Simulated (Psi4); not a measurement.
# GeH2ClO (SMILES [O][GeH2][Cl]): UMP2/cc-pVTZ-DK (sfX2C, density fitting with def2-universal-jkfit, density fitting for correlation, sweep point 2)

What is the energy change on altering one bond length of GeH2ClO at UMP2/cc-pVTZ-DK (sfX2C, density fitting with def2-universal-jkfit, density fitting for correlation, sweep point 2)? Input form: a Python script.

Program for the calculation: Psi4 1.11.

## 1. The structure to begin with

GeH2ClO has 5 atoms, charge 0, and is taken as a doublet. SMILES: `[O][GeH2][Cl]`. The coordinates come from a PBE0-D4/def2-TZVP relaxation.

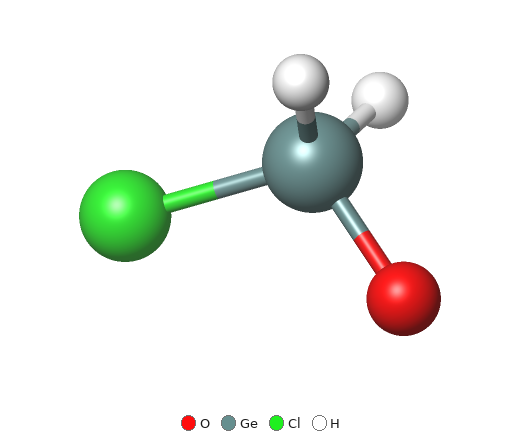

Viewed from a chosen angle; oxygen red, germanium teal, chlorine green, hydrogen white.

## 2. A single-point energy at UMP2/cc-pVTZ-DK (sfX2C, density fitting with def2-universal-jkfit, density fitting for correlation, sweep point 2)

Input file calc.py:

```python
import psi4

psi4.set_memory('1600 MB')
psi4.set_num_threads(1)
psi4.set_output_file('run.log', False)

m = psi4.geometry("""
0 2
O     -0.272400    -0.591800     1.625500
Ge     0.123700    -0.081200    -0.034500
Cl    -1.347100     1.290100    -0.778900
H      0.081000    -1.343800    -0.899000
H      1.464600     0.653000     0.045400
symmetry c1
""")

psi4.set_options({
    'basis': 'cc-pVTZ-DK',
    'reference': 'uhf',
    'puream': True,
    'scf_type': 'df',
    'num_frozen_docc': 15,
    'maxiter': 100,
    'df_basis_scf': 'def2-universal-jkfit',
    'relativistic': 'x2c',
})

energy_value, wavefunction = psi4.energy("mp2", molecule=m, return_wfn=True)
print(f'mp2 energy: {energy_value:.10f} Eh')
```

Started as:

```bash
$ python calc.py
```

run.log:

```text
[...]
  Running in c1 symmetry.
[...]
  Nuclear repulsion =  264.047620248749411
[...]
  Multiplicity = 2
[...]
  Nalpha       = 30
  Nbeta        = 29
[...]
    Number of basis functions: 135
[...]
    WARNING: The X2C and Dirac Hamiltonians have substatially different eigenvalues!
             This is probably caused by the recontraction of the basis set.
[...]
   @DF-UHF iter   1: -2632.92336223968778   -3.36853e+00   1.49222e-02 DIIS/ADIIS
[...]
   @DF-UHF iter  16: -2634.15230830893006   -7.73070e-12   9.83782e-09 DIIS
[...]
   @S^2 Observed:                7.583656989E-01
[...]
    Orbital Energies [Eh]
    ---------------------
    Alpha Occupied:
       1A   -410.871055     2A   -105.208009     3A    -53.482513
       4A    -46.577354     5A    -46.576854     6A    -46.576558
       7A    -20.644998     8A    -10.626110     9A     -8.027241
      10A     -8.026045    11A     -8.026043    12A     -7.461460
      13A     -5.272412    14A     -5.271226    15A     -5.270330
      16A     -1.672517    17A     -1.667742    18A     -1.664347
      19A     -1.661309    20A     -1.661271    21A     -1.356348
      22A     -1.098153    23A     -0.752428    24A     -0.666936
      25A     -0.581300    26A     -0.575275    27A     -0.530548
      28A     -0.502577    29A     -0.469255    30A     -0.456963
    Alpha Virtual:
[...]
  @DF-UHF Final Energy: -2634.15230830893006
   => Energetics <=
    Nuclear Repulsion Energy =            264.0476202487494106
    One-Electron Energy =               -4190.8849612812537089
    Two-Electron Energy =                1292.6850327235742952
    Total Energy =                      -2634.1523083089300599
  UHF NO Occupations:
  HONO-2 :   28  A 1.9990097
  HONO-1 :   29  A 1.9979048
  HONO-0 :   30  A 1.0000000
  LUNO+0 :   31  A 0.0020952
  LUNO+1 :   32  A 0.0009903
[...]
 Multipole Moments:
 ------------------------------------------------------------------------------------
     Multipole            Electronic (a.u.)      Nuclear  (a.u.)        Total (a.u.)
 ------------------------------------------------------------------------------------
 L = 1.  Multiply by 2.5417464519 to convert [e a0] to [Debye]
 Dipole X            :          1.8848775           -1.1800896            0.7047879
 Dipole Y            :         -1.1118408            0.8482108           -0.2636300
 Dipole Z            :         -0.4114184           -0.0640067           -0.4754251
 Magnitude           :                                                    0.8900876
[...]
```

Standard output:

```text
mp2 energy: -2634.7256405162 Eh
```

Wall time 6.3 s (1 thread of AMD EPYC 9R45 (Zen 5), shared host); peak memory 0.68 GiB.

## 3. The distorted shape, same level

Input file calc.py:

```python
import psi4

psi4.set_memory(1600000000)
psi4.set_num_threads(1)
psi4.core.set_output_file('psi4.out', False)

mol = psi4.geometry("""
0 2
O     -0.942808    -0.958877     1.585553
Ge    -0.546708    -0.448277    -0.074447
Cl    -2.017508     0.923023    -0.818847
H     -0.589408    -1.710877    -0.938947
H      1.464600     0.653000     0.045400
symmetry c1
""")

options = {'basis': 'cc-pVTZ-DK', 'reference': 'uhf', 'puream': True, 'scf_type': 'df', 'num_frozen_docc': 15, 'maxiter': 100, 'df_basis_scf': 'def2-universal-jkfit', 'relativistic': 'x2c'}
psi4.set_options(options)

E, wfn = psi4.energy("mp2", return_wfn=True)
print(f'total energy {E:.8f} hartree = {E * 27.211386:.5f} eV')
```

Started as:

```bash
$ python calc.py
```

psi4.out:

```text
[...]
  Running in c1 symmetry.
[...]
  Nuclear repulsion =  259.516231227676599
[...]
  Multiplicity = 2
[...]
  Nalpha       = 30
  Nbeta        = 29
[...]
    Number of basis functions: 135
[...]
    WARNING: The X2C and Dirac Hamiltonians have substatially different eigenvalues!
             This is probably caused by the recontraction of the basis set.
[...]
   @DF-UHF iter   1: -2632.81733349579599   -3.57866e+00   1.46821e-02 ADIIS/DIIS
[...]
   @DF-UHF iter  31: -2634.07396145423809   -1.04592e-11   7.25193e-09 DIIS
[...]
   @S^2 Observed:                1.151731120E+00
[...]
    Orbital Energies [Eh]
    ---------------------
    Alpha Occupied:
       1A   -410.886561     2A   -105.216297     3A    -53.496842
       4A    -46.591816     5A    -46.591244     6A    -46.590831
       7A    -20.649565     8A    -10.634076     9A     -8.035003
      10A     -8.034131    11A     -8.033090    12A     -7.472871
      13A     -5.284583    14A     -5.283214    15A     -5.280489
      16A     -1.683773    17A     -1.679031    18A     -1.675584
      19A     -1.673882    20A     -1.673373    21A     -1.354907
      22A     -1.100968    23A     -0.720288    24A     -0.658250
      25A     -0.581444    26A     -0.569107    27A     -0.507646
      28A     -0.498139    29A     -0.473707    30A     -0.463814
    Alpha Virtual:
[...]
  @DF-UHF Final Energy: -2634.07396145423809
   => Energetics <=
    Nuclear Repulsion Energy =            259.5162312276765988
    One-Electron Energy =               -4181.3112531381702865
    Two-Electron Energy =                1287.7210604562553726
    Total Energy =                      -2634.0739614542380878
  UHF NO Occupations:
  HONO-2 :   28  A 1.9980958
  HONO-1 :   29  A 1.7793963
  HONO-0 :   30  A 1.0000000
  LUNO+0 :   31  A 0.2206037
  LUNO+1 :   32  A 0.0019042
[...]
 Multipole Moments:
 ------------------------------------------------------------------------------------
     Multipole            Electronic (a.u.)      Nuclear  (a.u.)        Total (a.u.)
 ------------------------------------------------------------------------------------
 L = 1.  Multiply by 2.5417464519 to convert [e a0] to [Debye]
 Dipole X            :          1.0028398           -0.5068263            0.4960135
 Dipole Y            :         -1.5390013            1.2168512           -0.3221501
 Dipole Z            :         -0.5337558           -0.0238896           -0.5576454
 Magnitude           :                                                    0.8128829
[...]
```

On the terminal:

```text
total energy -2634.63665215 hartree = -71692.11491 eV
```

Wall time 7.8 s (1 thread of AMD EPYC 9R45 (Zen 5), shared host); peak memory 0.68 GiB.

## 4. Summary of results

Level: UMP2/cc-pVTZ-DK (sfX2C, density fitting with def2-universal-jkfit, density fitting for correlation, sweep point 2), 15 core orbitals frozen.

| quantity | value |
| --- | --- |
| first shape: total energy | -2634.72564 Eh |
| first shape: HOMO energy (Hartree–Fock orbitals) (highest over α and β) | -12.43 eV |
| first shape: LUMO energy (Hartree–Fock orbitals) (lowest over α and β) | 1.65 eV |
| first shape: correlation energy (15 core orbitals frozen) | -573.3 mEh |
| first shape: ⟨S²⟩ of the reference determinant | 0.758 |
| distorted shape: total energy | -2634.63665 Eh |
| distorted shape: HOMO energy (Hartree–Fock orbitals) (highest over α and β) | -10.74 eV |
| distorted shape: LUMO energy (Hartree–Fock orbitals) (lowest over α and β) | 0.88 eV |
| distorted shape: correlation energy (15 core orbitals frozen) | -562.7 mEh |
| distorted shape: ⟨S²⟩ of the reference determinant | 1.152 |
| energy change with the Ge2–H5 bond stretched from 1.531 to 2.296 Å | 2.421 eV |

With the Ge2–H5 bond stretched from 1.531 to 2.296 Å the energy rises by 2.42 eV (234 kJ/mol). The first shape isn't relaxed at this level, so the change isn't measured from a minimum. ⟨S²⟩ (distorted shape) is 1.15 where a pure doublet has 0.75: the reference is spin-contaminated.
